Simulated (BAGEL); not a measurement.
# Si2H3OF (SMILES F[Si]O[SiH3]), step by step

Aim: the energy (HF/def2-SVP), then a single-point energy (NEVPT2(2,2)/def2-SVP), then the energy (CASPT2(2,2)/def2-SVP) of Si2H3OF. 

The calculation is run with BAGEL 1.2.2.

2 further runs of the same task are left out: 2 set aside as unsound or not needed.

**1. Starting point**

Si2H3OF: 7 atoms, total charge 0, spin state singlet. As SMILES, `F[Si]O[SiH3]`. The Si4–H7 distance was set to 2.373 Å, away from the relaxed value. At this shape a bond of the SMILES string is far longer than usual.

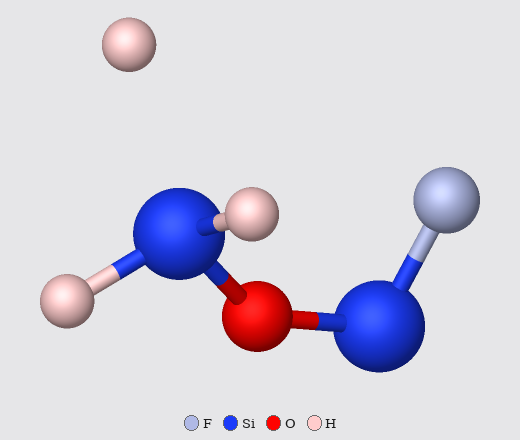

The structure, seen from a chosen angle (fluorine light blue, silicon blue, oxygen red, hydrogen pink).

**2. The energy at HF/def2-SVP (density fitting with svp-jkfit) (run 1)**

calc.json

```json
{ "bagel" : [

{
  "title" : "molecule",
  "basis" : "svp",
  "df_basis" : "svp-jkfit",
  "angstrom" : false,
  "geometry" : [
    { "atom" : "F", "xyz" : [ -0.45815465, -3.50113339,  3.26291073 ] },
    { "atom" : "Si", "xyz" : [ -2.47638215, -4.13608136,  1.05722240 ] },
    { "atom" : "O", "xyz" : [ -2.68349613, -1.43566273, -0.40939405 ] },
    { "atom" : "Si", "xyz" : [ -1.71463355,  1.53801030, -0.54564330 ] },
    { "atom" : "H", "xyz" : [ -2.99870245,  2.75423803, -2.71656067 ] },
    { "atom" : "H", "xyz" : [ -2.39512393,  2.86214139,  1.82917552 ] },
    { "atom" : "H", "xyz" : [  2.72876452,  1.65502214, -1.14007177 ] }
  ]
},
{ "title" : "hf" },
{ "title" : "print", "file" : "orbitals.molden", "orbitals" : true }

]}
```

The run is started by

```console
$ BAGEL_NUM_THREADS=1 BAGEL calc.json > calc.out
```

Log:

```text
* using 1 threads per process

  ===============================================================
  ===============================================================

  *** Geometry ***

  { "atom" : "F", "xyz" : [     -0.458155,     -3.501133,      3.262911 ] },
  { "atom" : "Si", "xyz" : [     -2.476382,     -4.136081,      1.057222 ] },
  { "atom" : "O", "xyz" : [     -2.683496,     -1.435663,     -0.409394 ] },
  { "atom" : "Si", "xyz" : [     -1.714634,      1.538010,     -0.545643 ] },
  { "atom" : "H", "xyz" : [     -2.998702,      2.754238,     -2.716561 ] },
  { "atom" : "H", "xyz" : [     -2.395124,      2.862141,      1.829176 ] },
  { "atom" : "H", "xyz" : [      2.728765,      1.655022,     -1.140072 ] },

  Number of auxiliary basis functions:      464

  Since a DF basis is specified, we compute 2- and 3-index integrals:
    o Being stored without compression. Storage requirement is 0.023 GB

  Number of basis functions:       79
  Number of electrons      :       48

    * METHOD: MOLECULE                             0.20

  *** RHF ***

  === Nuclear Repulsion ===
   208.2855105293

      * DIIS with orbital gradients will be used.

  === RHF iteration (svp) ===
      0       -753.35018491          0.02158446           0.06
      1       -753.49256957          0.01563716           0.06
      2       -753.59738596          0.00111686           0.05
      3       -753.59872028          0.00049774           0.06
      4       -753.59886823          0.00011750           0.06
      5       -753.59888267          0.00003253           0.06
      6       -753.59888394          0.00001038           0.06
      7       -753.59888408          0.00000178           0.06
      8       -753.59888409          0.00000050           0.06
      9       -753.59888409          0.00000026           0.06
     10       -753.59888409          0.00000007           0.06
     11       -753.59888409          0.00000003           0.06
     12       -753.59888409          0.00000001           0.05
    * SCF iteration converged.

    * Permanent dipole moment:
           (    0.828809,    -0.208880,     0.150349) a.u.

    * METHOD: HF                                   0.87

    * METHOD: PRINT                                0.02

  ===============================================================
```

Wall time 1.2 s (1 thread of Arm Neoverse V1, shared host); peak memory 0.15 GiB.

**3. A single-point energy at NEVPT2(2,2)/def2-SVP (density fitting with svp-jkfit) (run 2)**

input.json

```json
{ "bagel": [

{
  "title": "molecule",
  "basis": "svp",
  "df_basis": "svp-jkfit",
  "angstrom": "false",
  "geometry": [
    { "atom": "F", "xyz": [ -0.45815465, -3.50113339,  3.26291073 ] },
    { "atom": "Si", "xyz": [ -2.47638215, -4.13608136,  1.05722240 ] },
    { "atom": "O", "xyz": [ -2.68349613, -1.43566273, -0.40939405 ] },
    { "atom": "Si", "xyz": [ -1.71463355,  1.53801030, -0.54564330 ] },
    { "atom": "H", "xyz": [ -2.99870245,  2.75423803, -2.71656067 ] },
    { "atom": "H", "xyz": [ -2.39512393,  2.86214139,  1.82917552 ] },
    { "atom": "H", "xyz": [  2.72876452,  1.65502214, -1.14007177 ] }
  ]
},
{
  "title": "hf"
},
{
  "title": "nevpt2",
  "nstate": 1,
  "nact": 2,
  "nclosed": 23,
  "active": [24, 26],
  "maxiter": 200,
  "natocc": "true",
  "ncore": 12
},
{
  "title": "print",
  "file": "orbitals.molden",
  "orbitals": "true"
}

]}
```

The run is started by

```console
$ BAGEL_NUM_THREADS=1 BAGEL input.json > input.out
```

Log:

```text
* using 1 threads per process

  ===============================================================
  ===============================================================

  *** Geometry ***

  { "atom" : "F", "xyz" : [     -0.458155,     -3.501133,      3.262911 ] },
  { "atom" : "Si", "xyz" : [     -2.476382,     -4.136081,      1.057222 ] },
  { "atom" : "O", "xyz" : [     -2.683496,     -1.435663,     -0.409394 ] },
  { "atom" : "Si", "xyz" : [     -1.714634,      1.538010,     -0.545643 ] },
  { "atom" : "H", "xyz" : [     -2.998702,      2.754238,     -2.716561 ] },
  { "atom" : "H", "xyz" : [     -2.395124,      2.862141,      1.829176 ] },
  { "atom" : "H", "xyz" : [      2.728765,      1.655022,     -1.140072 ] },

  Number of auxiliary basis functions:      464

[... 21 lines left out ...]
    * SCF iteration converged.
[... 1 line left out ...]
    * Permanent dipole moment:
[... 28 lines left out ...]
    * Second-order optimization converged. *

     guess   0:   closed 1.                   open ..

  === FCI iteration ===

      0  0      -753.59635414     7.17e-02      0.00
      1  0      -753.63586615     5.09e-03      0.00
      2  0 *    -753.63612182     3.47e-16      0.00

     * ci vector, state   0, <S^2> = 0.0000
       2.     0.9635394522
       .2    -0.2675662984

  === DF-NEVPT2 calculation ===

    * 3-index integral transformation done
    * assembly done

      NEVPT2 correlation energy:   -0.5244911564      0.13

          (+0)     -0.4970835962
          (+0)'    -0.0036457413
          (+1)     -0.0081717881
          (+1)'    -0.0000000000
          (+2)     -0.0002313043
          (-1)     -0.0119383598
          (-1)'     0.0000000000
          (-2)     -0.0034203668

      NEVPT2 total energy:       -754.1606129723

    * METHOD: NEVPT2                               3.49

    * METHOD: PRINT                                0.02

  ===============================================================
```

It took 4.8 s on 1 thread of Arm Neoverse V1, shared host; peak memory 0.15 GiB.

**4. A single-point energy at CASPT2(2,2)/def2-SVP (density fitting with svp-jkfit) (run 3)**

caspt2.json

```json
{ "bagel" : [

{
  "title" : "molecule",
  "basis" : "svp",
  "df_basis" : "svp-jkfit",
  "angstrom" : false,
  "geometry" : [
    { "atom" : "F", "xyz" : [    -0.45815465,    -3.50113339,     3.26291073 ] },
    { "atom" : "Si", "xyz" : [    -2.47638215,    -4.13608136,     1.05722240 ] },
    { "atom" : "O", "xyz" : [    -2.68349613,    -1.43566273,    -0.40939405 ] },
    { "atom" : "Si", "xyz" : [    -1.71463355,     1.53801030,    -0.54564330 ] },
    { "atom" : "H", "xyz" : [    -2.99870245,     2.75423803,    -2.71656067 ] },
    { "atom" : "H", "xyz" : [    -2.39512393,     2.86214139,     1.82917552 ] },
    { "atom" : "H", "xyz" : [     2.72876452,     1.65502214,    -1.14007177 ] }
  ]
},

{
  "title" : "hf"
},

{
  "title" : "casscf",
  "nstate" : 1,
  "nact" : 2,
  "nclosed" : 23,
  "nspin" : 0,
  "active" : [24, 26],
  "maxiter" : 200,
  "natocc" : true
},

{
  "title" : "print",
  "file" : "orbitals.molden",
  "orbitals" : true
},

{
  "title" : "smith",
  "method" : "caspt2",
  "ms" : true,
  "xms" : true,
  "sssr" : true,
  "shift" : 0.2,
  "shift_imag" : true,
  "ncore" : 12
}

]}
```

The run is started by

```console
$ BAGEL_NUM_THREADS=1 BAGEL caspt2.json > caspt2.out
```

Log:

```text
* using 1 threads per process

  ===============================================================
  ===============================================================

  *** Geometry ***

  { "atom" : "F", "xyz" : [     -0.458155,     -3.501133,      3.262911 ] },
  { "atom" : "Si", "xyz" : [     -2.476382,     -4.136081,      1.057222 ] },
  { "atom" : "O", "xyz" : [     -2.683496,     -1.435663,     -0.409394 ] },
  { "atom" : "Si", "xyz" : [     -1.714634,      1.538010,     -0.545643 ] },
  { "atom" : "H", "xyz" : [     -2.998702,      2.754238,     -2.716561 ] },
  { "atom" : "H", "xyz" : [     -2.395124,      2.862141,      1.829176 ] },
  { "atom" : "H", "xyz" : [      2.728765,      1.655022,     -1.140072 ] },

  Number of auxiliary basis functions:      464

[... 21 lines left out ...]
    * SCF iteration converged.
[... 1 line left out ...]
    * Permanent dipole moment:
[... 27 lines left out ...]
    * Second-order optimization converged. *
[... 9 lines left out ...]
     * ci vector, state   0, <S^2> = 0.0000
[... 16 lines left out ...]
    * Zeroth order energy : state  0       -0.6505113822
[... 4 lines left out ...]
       #      aibj      arbs      arbi      airj      risj      airs      arst      rist         Etot      error   time
[... 2 lines left out ...]
       0  -0.49542  -0.00415  -0.01236  -0.00885  -0.00035  -0.00338  -0.00000  -0.00000   -0.5245140  0.0006098   0.07
       1  -0.49548  -0.00416  -0.01237  -0.00892  -0.00037  -0.00343   0.00000  -0.00000   -0.5247301  0.0000865   0.06
       2  -0.49548  -0.00416  -0.01237  -0.00892  -0.00037  -0.00343  -0.00000  -0.00000   -0.5247340  0.0000147   0.06
       3  -0.49548  -0.00416  -0.01237  -0.00892  -0.00037  -0.00343  -0.00000  -0.00000   -0.5247341  0.0000025   0.06
       4  -0.49548  -0.00416  -0.01237  -0.00892  -0.00037  -0.00343   0.00000  -0.00000   -0.5247341  0.0000003   0.07

      ------------------------------------------------------------------------------------------------------------------

    * CASPT2 energy : state  0     -754.1633268962
        w/o shift correction       -754.1608559293
        reference weight              0.8649756993

    * METHOD: SMITH                                0.51

  ===============================================================
```

Wall time 5.1 s (1 thread of Arm Neoverse V1, shared host); peak memory 0.15 GiB.

**5. What came out**

| quantity | value |
| --- | --- |
| run 1, HF/def2-SVP: total energy | -753.59888 Eh |
| run 1, HF/def2-SVP: dipole moment | 2.21 D |
| run 1, HF/def2-SVP: HOMO energy | -9.99 eV |
| run 1, HF/def2-SVP: LUMO energy | 1.24 eV |
| run 1, HF/def2-SVP: HOMO–LUMO gap | 11.24 eV |
| run 2, NEVPT2(2,2)/def2-SVP: total energy | -754.16061 Eh |
| run 3, CASPT2(2,2)/def2-SVP: total energy | -754.16333 Eh |
